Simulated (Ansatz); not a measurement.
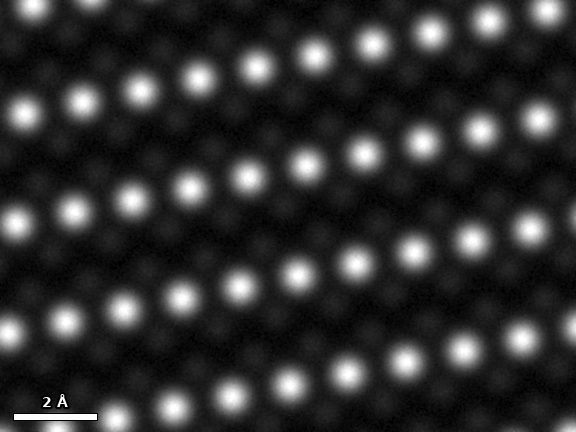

Dark-field STEM-like image of a crystal. Simulated incoherent Z contrast: every atom adds Z^1.8 spread by a probe of 0.54 Å full width; channelling and multiple scattering are left out. The probe carries 15 % of its weight in a tail 2.5 times as wide. The display is stretched by a gamma of 0.65; percentages refer to the linear signal. Shot noise was added.

### Give the net of the columns and its spacings.

The pattern repeats on a centred rectangular net of 1.4 × 5.2 Å.

### What is the plane group of the image?

c2mm: perpendicular mirror lines on a centred net, with further twofold points between them.

The crystal is CuB2 (P6/mmm, No. 191) seen along [201]. Structure: the input geometry of an electronic-structure calculation (not necessarily at equilibrium); the starting structure was generated, so it need not be a known form of this composition.
